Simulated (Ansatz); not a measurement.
Formation energy of the bound charge states of O vacancy (V_O) in corundum (start: the O site; 120-site cell, 2×2×2 Γ-centred sampling) against the Fermi level, Al-rich (Δμ(O) = -4.96 eV; only phases computed here count, gases as isolated molecules at 0 K). The numbers are results of PBE, PAW (plane waves to 420 eV; Ansatz, a quantum-chemistry and plane-wave program), not measurements.

Set-up: 120-site cell; 2×2×2 Γ-centred k-points; host gap 5.85 eV; charged states image-corrected; finite-size errors of tenths of an eV; flagged in the runs: a host whose relaxation on this sampling wasn't shown to rest.

Left out: charge −1 (carrier in host band states).

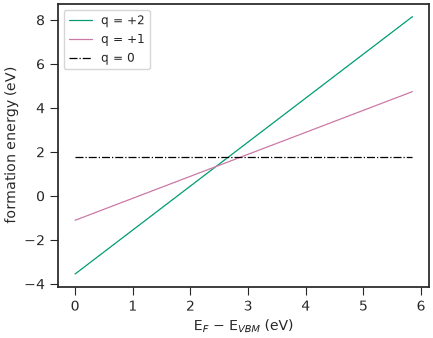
Fig. 1. Formation energy of each charge state against the Fermi level

Crossings of the lowest lines: (+2/+1) at 2.44 eV; (+1/0) at 2.86 eV. At the valence-band maximum: q = +2: -3.55 eV; q = +1: -1.11 eV; q = 0: 1.75 eV.
